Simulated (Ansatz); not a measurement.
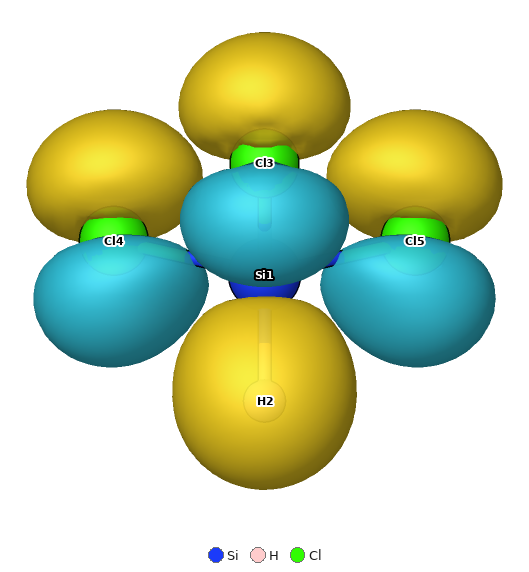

Cl$_{3}$HSi. The HOMO−1 at ±0.1 Å⁻³ᐟ² (yellow and cyan are the two phases), seen from one side.

Method: RKS BHLYP-D4/def2-SVP (Ansatz).

```xyz
5

Si    0.1641    0.0000    0.2495
H    -0.0785    0.0000    1.6910
Cl    2.1724    0.0000   -0.1106
Cl   -0.6686    1.6635   -0.5890
Cl   -0.6686   -1.6635   -0.5890
```

Describe this orbital and give its energy.

Answer. Its weight (Hirshfeld) is mainly on Cl3 (about 25 %), Cl4 (about 25 %), Cl5 (about 25 %), H2 (about 15 %) and Si1 (about 15 %). Its energy is −10.78 eV.
